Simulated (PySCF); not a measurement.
System: C$_{10}$H$_{19}$ (charge +1).

```yaml
atoms:
  - { symbol: C, position_ang: [1.2088, -2.2488, -3.2369] }
  - { symbol: C, position_ang: [-0.2001, -1.8286, -3.1968] }
  - { symbol: C, position_ang: [-0.8587, -1.2939, -2.1225] }
  - { symbol: C, position_ang: [-0.1573, -1.0533, -0.8137] }
  - { symbol: C, position_ang: [-2.3052, -0.7398, -2.3138] }
  - { symbol: C, position_ang: [-2.6794, -0.0343, -3.5992] }
  - { symbol: C, position_ang: [-1.9761, 1.3038, -3.7520] }
  - { symbol: C, position_ang: [-2.4983, -2.1592, -2.0824] }
  - { symbol: C, position_ang: [-2.8803, -3.1092, -3.1725] }
  - { symbol: C, position_ang: [-2.7051, -2.6871, -0.7014] }
  - { symbol: H, position_ang: [1.7339, -1.6713, -4.0191] }
  - { symbol: H, position_ang: [1.2718, -3.2985, -3.5741] }
  - { symbol: H, position_ang: [1.7424, -2.1363, -2.2868] }
  - { symbol: H, position_ang: [-0.7535, -1.9528, -4.1320] }
  - { symbol: H, position_ang: [0.7089, -0.3958, -0.9836] }
  - { symbol: H, position_ang: [-0.8017, -0.5431, -0.0883] }
  - { symbol: H, position_ang: [0.2120, -1.9816, -0.3542] }
  - { symbol: H, position_ang: [-2.5233, -0.1264, -1.4300] }
  - { symbol: H, position_ang: [-2.4857, -0.6695, -4.4762] }
  - { symbol: H, position_ang: [-3.7727, 0.1102, -3.5755] }
  - { symbol: H, position_ang: [-2.1957, 1.9726, -2.9061] }
  - { symbol: H, position_ang: [-0.8830, 1.1824, -3.8095] }
  - { symbol: H, position_ang: [-2.3021, 1.8126, -4.6694] }
  - { symbol: H, position_ang: [-2.6910, -2.7461, -4.1873] }
  - { symbol: H, position_ang: [-2.4252, -4.0997, -3.0359] }
  - { symbol: H, position_ang: [-3.9725, -3.2439, -3.0815] }
  - { symbol: H, position_ang: [-2.1816, -3.6413, -0.5446] }
  - { symbol: H, position_ang: [-2.4421, -1.9790, 0.0910] }
  - { symbol: H, position_ang: [-3.7848, -2.9000, -0.6081] }
```

Geometry: PBE0-D3(BJ)/def2-SVP.

Method: PBE0/pcSseg-1, SCF density, gas phase, non-relativistic (PySCF).

> Predict the electron density and electron localisation function between the atoms.

C–C (1.37 Å): ρ is about 2.2 e/Å³ halfway; the ELF peaks at about 0.95 between the atoms: a covalent bond.
C–H (1.09 Å): ρ at the midpoint is about 2 e/Å³; the ELF climbs to about 1 towards the hydrogen, as it does in any bond to H: an ordinary covalent bond to hydrogen.
C–C (1.47 Å): ρ at the midpoint is about 1.8 e/Å³; the ELF peaks at about 0.95 between the atoms (a shared electron pair).
C–C (1.47 Å): ρ is about 1.8 e/Å³ halfway; the ELF peaks at about 0.95 between the atoms; a covalent bond.

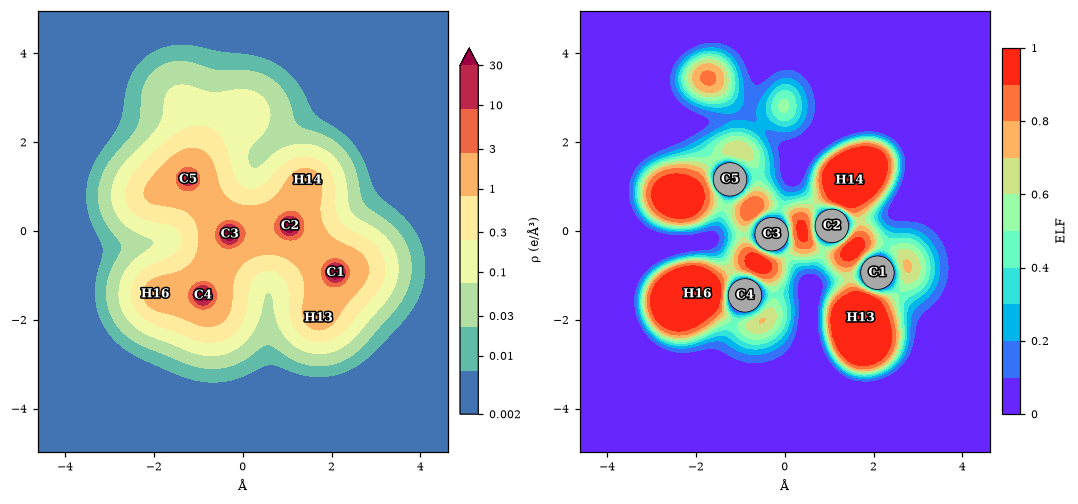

Computed electron density and electron localisation function on the plane of atoms C1, C2 and H14, in this order. Grey discs cover the atomic cores in the ELF map. 
